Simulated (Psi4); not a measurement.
# SClO2F (sulfuryl chloride fluoride), step by step

Aim: a structure relaxation (HF-3c/MINIX), then vibrational wavenumbers (HF-3c/MINIX), then the energy (MP2/cc-pVTZ) of SClO2F (sulfuryl chloride fluoride). 

Program for the calculation: Psi4 1.11.

### Step 1. Starting point

SClO2F: 5 atoms, total charge 0, spin state singlet. As SMILES, `O=S(=O)(F)Cl`. Geometry: relaxed at PBE0-D4/def2-TZVP. The run starts from this shape.

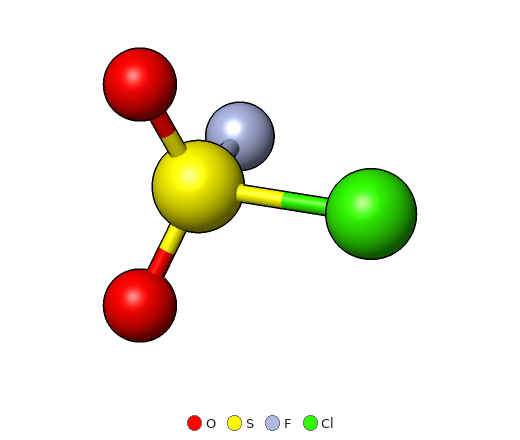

Viewed from a chosen angle; oxygen red, sulfur yellow, fluorine light blue, chlorine green.

### Step 2. A structure relaxation at HF-3c/MINIX (density fitting) (run 1)

calc.inp

```
memory 1600 MB

molecule {
  0 1
  O     -0.123540    -0.162690     1.503010
  S      0.100210    -0.145140     0.111160
  O      1.158000    -0.828940    -0.522160
  F     -1.214690    -0.608760    -0.568390
  Cl     0.080010     1.745540    -0.523620
  units angstrom
}

set geom_maxiter 60

optimize('hf-3c')
```

The run is started by

```bash
$ psi4 -n 1 calc.inp calc.out
```

calc.out:

```text
Psi4 1.11 release

gradient() will perform analytic gradient computation.

   => Loading Basis Set <=

    Name: MINIX
    Role: ORBITAL
    Keyword: BASIS

   => HF3C: Empirical Dispersion <=

        s6 =       1.000000
        s8 =       0.877700
        a1 =       0.417100
        a2 =       2.914900

         ---------------------------------------------------------
                                   SCF
                              RHF Reference
                        1 Threads,   1525 MiB Core
         ---------------------------------------------------------

  ==> Geometry <==

    Molecular point group: c1
    Full point group: C1

    Geometry (in Angstrom), charge = 0, multiplicity = 1:

       Center              X                  Y                   Z               Mass
    ------------   -----------------  -----------------  -----------------  -----------------
         O           -0.119051781635    -0.408368003015     1.586672648761    15.994914619570
         S            0.104698218365    -0.390818003015     0.194822648761    31.972071174400
         O            1.162488218365    -1.074618003015    -0.438497351239    15.994914619570
         F           -1.210201781635    -0.854438003015    -0.484727351239    18.998403162730
         CL           0.084498218365     1.499861996985    -0.439957351239    34.968852682000

  Running in c1 symmetry.

  Rotational constants: A =      0.16892  B =      0.09672  C =      0.09626 [cm^-1]
  Rotational constants: A =   5064.07636  B =   2899.45921  C =   2885.75757 [MHz]
  Nuclear repulsion =  344.673643826859063

  Charge       = 0
  Multiplicity = 1
  Electrons    = 58
  Nalpha       = 29
  Nbeta        = 29

  ==> Algorithm <==

  SCF Algorithm Type is DF.
  DIIS enabled.
  MOM disabled.
  Fractional occupation disabled.
  Guess Type is SAD.
  Energy threshold   = 1.00e-08
  Density threshold  = 1.00e-08
  Integral threshold = 1.00e-12

  ==> Primary Basis <==

  Basis Set: MINIX
    Blend: MINIX
    Number of shells: 21
    Number of basis functions: 43
    Number of Cartesian functions: 45
    Spherical Harmonics?: true
    Max angular momentum: 2

   => Loading Basis Set <=

    Name: (MINIX AUX)
    Role: JKFIT
    Keyword: DF_BASIS_SCF

  ==> Integral Setup <==

  DFHelper Memory: AOs need 0.009 GiB; user supplied 1.118 GiB.
  SCF_SUBTYPE=INCORE selected. In-core MEM_DF algorithm will be used.
  Using in-core AOs.

  ==> MemDFJK: Density-Fitted J/K Matrices <==

    J tasked:                   Yes
    K tasked:                   Yes
    wK tasked:                   No
    Memory [MiB]:              1144
    Algorithm:                 Core
    Schwarz Cutoff:           1E-12
    Mask sparsity (%):       3.1368
    Fitting Condition:        1E-10

   => Auxiliary Basis Set <=

  Basis Set: (MINIX AUX)
    Blend: DEF2-UNIVERSAL-JKFIT
    Number of shells: 151
    Number of basis functions: 487
    Number of Cartesian functions: 589
    Spherical Harmonics?: true
    Max angular momentum: 4

  Minimum eigenvalue in the overlap matrix is 1.7820828121E-01.
  Reciprocal condition number of the overlap matrix is 8.9126908930E-02.
    Using symmetric orthogonalization.

  ==> Pre-Iterations <==

  SCF Guess: Superposition of Atomic Densities via on-the-fly atomic UHF (no occupation information).

   -------------------------
    Irrep   Nso     Nmo
   -------------------------
     A         43      43
   -------------------------
    Total      43      43
   -------------------------

  ==> Iterations <==

                           Total Energy        Delta E     RMS |[F,P]|

   @DF-RHF iter SAD: -1100.50845647914844   -1.10051e+03   0.00000e+00
   @DF-RHF iter   1: -1100.11069957704240    3.97757e-01   1.63016e-02 DIIS/ADIIS
   @DF-RHF iter   2: -1100.28764358354010   -1.76944e-01   1.00601e-02 DIIS/ADIIS
   @DF-RHF iter   3: -1100.37447239943640   -8.68288e-02   9.20941e-04 DIIS/ADIIS
   @DF-RHF iter   4: -1100.37553896978375   -1.06657e-03   1.74802e-04 DIIS/ADIIS
   @DF-RHF iter   5: -1100.37561494523788   -7.59755e-05   4.86818e-05 DIIS
   @DF-RHF iter   6: -1100.37562116622303   -6.22099e-06   9.93142e-06 DIIS
   @DF-RHF iter   7: -1100.37562144770686   -2.81484e-07   1.88641e-06 DIIS
   @DF-RHF iter   8: -1100.37562145820198   -1.04951e-08   6.30849e-07 DIIS
   @DF-RHF iter   9: -1100.37562145973925   -1.53727e-09   1.43354e-07 DIIS
   @DF-RHF iter  10: -1100.37562145982747   -8.82210e-11   3.31121e-08 DIIS
   @DF-RHF iter  11: -1100.37562145983293   -5.45697e-12   1.01119e-08 DIIS
   @DF-RHF iter  12: -1100.37562145983270    2.27374e-13   3.59150e-09 DIIS
  Energy and wave function converged.

  ==> Post-Iterations <==

    Orbital Energies [Eh]
    ---------------------

    Doubly Occupied:

       1A   -104.163210     2A    -91.878590     3A    -26.132001
       4A    -20.429538     5A    -20.428476     6A    -10.588086
       7A     -9.393423     8A     -8.022157     9A     -8.017433
[... 6 lines of this table left out ...]
      28A     -0.518916    29A     -0.497057

    Virtual:

      30A      0.107203    31A      0.216229    32A      0.283920
      33A      0.336745    34A      0.695595    35A      0.755267
      36A      0.780162    37A      0.966707    38A      0.968493
      39A      1.055071    40A      1.059233    41A      1.211048
      42A      1.359063    43A      1.369455

    Final Occupation by Irrep:
              A
    DOCC [    29 ]
    NA   [    29 ]
    NB   [    29 ]

  @DF-RHF Final Energy: -1100.37562145983270

   => Energetics <=

[... 2 lines left out ...]
    Two-Electron Energy =                 760.9729888242779907
[... 16 lines left out ...]
 Dipole Y            :          0.9559885           -0.5844246            0.3715639
[... 107 lines left out ...]
	Measures of convergence in internal coordinates in au.
[... 108 lines left out ...]
                           Total Energy        Delta E     RMS |[F,P]|
[... 3 lines left out ...]
   @DF-RHF iter   2: -1100.38133776863924   -2.42861e-04   1.29111e-04 DIIS/ADIIS
[... 2 lines left out ...]
   @DF-RHF iter   5: -1100.38137445101120   -8.89066e-07   2.47343e-06 DIIS
[... 2 lines left out ...]
   @DF-RHF iter   8: -1100.38137446971882   -1.02318e-10   3.43329e-08 DIIS
[... 2 lines left out ...]
  Energy and wave function converged.
[... 13 lines left out ...]
    Nuclear Repulsion Energy =            346.0075449271498087
[... 2 lines left out ...]
    Total Energy =                      -1100.3813744697217771
[... 16 lines left out ...]
 Dipole Z            :         -1.0921229            0.8650803           -0.2270426
[... 90 lines left out ...]
	   Step    Total Energy     Delta E     Max Force     RMS Force      Max Disp      RMS Disp
[... 74 lines left out ...]
   @DF-RHF iter   0: -1100.39884957768345   -1.10040e+03   3.56661e-03
[... 2 lines left out ...]
   @DF-RHF iter   3: -1100.38240727957009   -1.54699e-05   4.41693e-05 DIIS
[... 2 lines left out ...]
   @DF-RHF iter   6: -1100.38241161562428   -9.80549e-09   6.36411e-07 DIIS
[... 2 lines left out ...]
   @DF-RHF iter   9: -1100.38241161680094   -2.50111e-12   7.57008e-09 DIIS
[... 10 lines left out ...]
  @DF-RHF Final Energy: -1100.38241161680094
[... 5 lines left out ...]
    Two-Electron Energy =                 763.2273355085012554
[... 16 lines left out ...]
 Dipole Y            :          0.7330440           -0.6229407            0.1101034
[... 86 lines left out ...]
	Measures of convergence in internal coordinates in au.
[... 77 lines left out ...]
                           Total Energy        Delta E     RMS |[F,P]|
[... 3 lines left out ...]
   @DF-RHF iter   2: -1100.38242458868399   -1.64383e-06   1.34792e-05 DIIS
[... 2 lines left out ...]
   @DF-RHF iter   5: -1100.38242490716266   -4.04975e-09   2.40643e-07 DIIS
[... 2 lines left out ...]
   @DF-RHF iter   8: -1100.38242490735274   -9.09495e-13   5.21705e-09 DIIS
[... 10 lines left out ...]
  @DF-RHF Final Energy: -1100.38242490735274
[... 5 lines left out ...]
    Two-Electron Energy =                 762.9376046093595960
[... 16 lines left out ...]
 Dipole Y            :          0.7410983           -0.6217599            0.1193384
[... 86 lines left out ...]
	Measures of convergence in internal coordinates in au.
[... 77 lines left out ...]
                           Total Energy        Delta E     RMS |[F,P]|
[... 3 lines left out ...]
   @DF-RHF iter   2: -1100.38242549404572   -3.99309e-08   1.72206e-06 DIIS
[... 2 lines left out ...]
   @DF-RHF iter   5: -1100.38242549996744   -9.20863e-11   3.69451e-08 DIIS
[... 2 lines left out ...]
  Energy and wave function converged.
[... 1 line left out ...]
  ==> Post-Iterations <==

    Orbital Energies [Eh]
    ---------------------

    Doubly Occupied:

       1A   -104.132980     2A    -91.891120     3A    -26.176532
       4A    -20.443758     5A    -20.442650     6A    -10.560959
       7A     -9.405843     8A     -7.994557     9A     -7.990125
[... 6 lines of this table left out ...]
      28A     -0.506584    29A     -0.492104

    Virtual:

      30A      0.101454    31A      0.248308    32A      0.290168
      33A      0.363368    34A      0.715736    35A      0.775211
      36A      0.810666    37A      0.987278    38A      0.988213
      39A      1.053870    40A      1.056279    41A      1.230642
      42A      1.391339    43A      1.400169

    Final Occupation by Irrep:
              A
    DOCC [    29 ]
    NA   [    29 ]
    NB   [    29 ]

  @DF-RHF Final Energy: -1100.38242549997153

   => Energetics <=

    Nuclear Repulsion Energy =            347.0225192005173653
    One-Electron Energy =               -2210.1610740978671856
    Two-Electron Energy =                 762.9113573983288461
    Total Energy =                      -1100.3824254999715322

Computation Completed

Properties will be evaluated at   0.000000,   0.000000,   0.000000 [a0]

Properties computed using the SCF density matrix

 Multipole Moments:

 ------------------------------------------------------------------------------------
     Multipole            Electronic (a.u.)      Nuclear  (a.u.)        Total (a.u.)
 ------------------------------------------------------------------------------------

 L = 1.  Multiply by 2.5417464519 to convert [e a0] to [Debye]
 Dipole X            :         -1.3151356            1.0353052           -0.2798304
 Dipole Y            :          0.7391769           -0.6223483            0.1168286
 Dipole Z            :         -1.0754038            0.8598906           -0.2155133
 Magnitude           :                                                    0.3720214

 ------------------------------------------------------------------------------------

	total time  =          0 seconds =       0.00 minutes

         ------------------------------------------------------------
                                   SCF GRAD
         ------------------------------------------------------------

  ==> Geometry <==

    Molecular point group: c1
    Full point group: C1

    Geometry (in Angstrom), charge = 0, multiplicity = 1:

       Center              X                  Y                   Z               Mass
    ------------   -----------------  -----------------  -----------------  -----------------
         O           -0.120996298992    -0.416884597296     1.566838969803    15.994914619570
         S            0.094278507033    -0.425456015930     0.199628237265    31.972071174400
         O            1.142589595055    -1.073798368196    -0.429957307572    15.994914619570
         F           -1.168676035676    -0.843769082144    -0.461959521462    18.998403162730
         CL           0.081455397886     1.529255834211    -0.451554994961    34.968852682000

  Nuclear repulsion =  347.022519200517365

   => Auxiliary Basis Set <=

  Basis Set: (MINIX AUX)
    Blend: DEF2-UNIVERSAL-JKFIT
    Number of shells: 151
    Number of basis functions: 487
    Number of Cartesian functions: 589
    Spherical Harmonics?: true
    Max angular momentum: 4

  -Total Gradient:
     Atom            X                  Y                   Z
    ------   -----------------  -----------------  -----------------
       1        0.000015446288     0.000003685980    -0.000086872136
       2        0.000000119198     0.000044650960    -0.000014599625
       3       -0.000064608541     0.000045303638     0.000039633809
       4        0.000044610066     0.000012685812     0.000024053538
       5        0.000004432991    -0.000106326400     0.000037784424

	total time  =          0 seconds =       0.00 minutes

    			-----------------------------------------

    			 OPTKING 3.0: for geometry optimizations

    			        with contributions from

    			-----------------------------------------

	                            ===> Fragment 1 <==

	 Z (Atomic Numbers)          Masses                          Geom
	       8.000000            15.994915         -0.22864987 -0.78779771  2.96089654
	      16.000000            31.972071          0.17816056 -0.80399535  0.37724270
	       8.000000            15.994915          2.15918141 -2.02918483 -0.81250156
	       9.000000            18.998403         -2.20847764 -1.59449248 -0.87297698
	      17.000000            34.968853          0.15392839  2.88987470 -0.85331527

	 - Coordinate -           - BOHR/RAD -       - ANG/DEG -
	 R(1,2)           =         2.615535           1.384082
	 R(2,3)           =         2.615535           1.384082
	 R(2,4)           =         2.807842           1.485846
[... 18 lines of this table left out ...]
	 O(5,2,3,4)       =         1.180685          67.648283

	        --- Internal Coordinate Step in ANG or DEG, aJ/ANG or AJ/DEG ---
	-------------------------------------------------------------------------------
	           Coordinate      Previous         Force          Change          New
	           ----------      --------        ------          ------        ------
	               R(1,2)       1.38408        0.00073        0.00007       1.38415
	               R(2,3)       1.38408        0.00073        0.00007       1.38415
	               R(2,4)       1.48585        0.00043        0.00006       1.48591
[... 18 lines of this table left out ...]
	           O(5,2,3,4)      67.64828        0.00000        0.00073      67.64902
	-------------------------------------------------------------------------------

	                                 ==> Convergence Check <==

	Measures of convergence in internal coordinates in au.

	Criteria marked as inactive (o), active & met (*), and active & unmet ( ).

	----------------------------------------------------------------------------------------------
	   Step    Total Energy     Delta E     Max Force     RMS Force      Max Disp      RMS Disp
	----------------------------------------------------------------------------------------------
	  Convergence Criteria     1.00e-06 *    3.00e-04 *             o    1.20e-03 *             o
	----------------------------------------------------------------------------------------------
	     5   -1100.38242550   -5.93e-07 *    1.13e-04 *    3.76e-05 o    4.85e-04 *    1.17e-04 o  ~
	----------------------------------------------------------------------------------------------

Next Geometry in Ang
	Fragment 1 (Ang)

	    O  -0.1210019868  -0.4169470360   1.5669289269
	    S   0.0942983935  -0.4254915641   0.1996525053
	    O   1.1426451640  -1.0738926445  -0.4299641394
	    F  -1.1687147865  -0.8437749693  -0.4619820974
	   Cl   0.0814243812   1.5294539845  -0.4516398123

    Final optimized geometry and variables:
    Molecular point group: c1
    Full point group: C1

    Geometry (in Angstrom), charge = 0, multiplicity = 1:

    O           -0.120996298992    -0.416884597296     1.566838969803
    S            0.094278507033    -0.425456015930     0.199628237265
    O            1.142589595055    -1.073798368196    -0.429957307572
    F           -1.168676035676    -0.843769082144    -0.461959521462
    CL           0.081455397886     1.529255834211    -0.451554994961

    Psi4 run time: 0:00:05.92

[set-up sections that repeat, and orbital energies of the middle runs, are left out above]
```

Standard output:

```text
Optimizer: Optimization complete!
```

Wall time 7.2 s (1 thread of INTEL XEON PLATINUM 8581C at 2.10GHz (Emerald Rapids), shared host); peak memory 0.24 GiB.

Step by step:

```csv
step,energy from the first frame kept (eV),largest force (eV/Å)
0,0.0000,3.6080
1,-0.1565,1.4714
2,-0.1848,0.1216
3,-0.1851,0.0310
4,-0.1851,0.0058
```

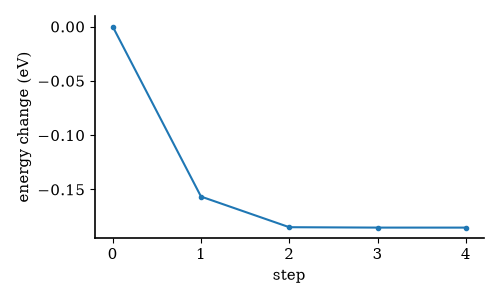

Energy along the run.

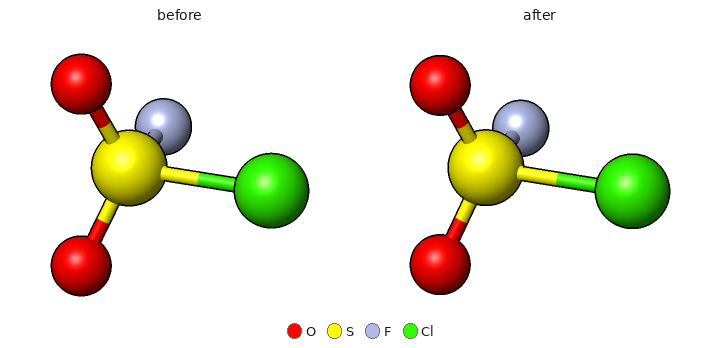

Before and after, at one scale.

After the run. Bond lengths: O1–S2 1.384 Å, S2–O3 1.384 Å, S2–F4 1.486 Å, S2–Cl5 2.060 Å. Angles: O1–S2–O3 124.8°, O1–S2–F4 108.0°, O1–S2–Cl5 107.8°, O3–S2–F4 108.0°, O3–S2–Cl5 107.8°, F4–S2–Cl5 97.0°.

[end of part 1 of 2]
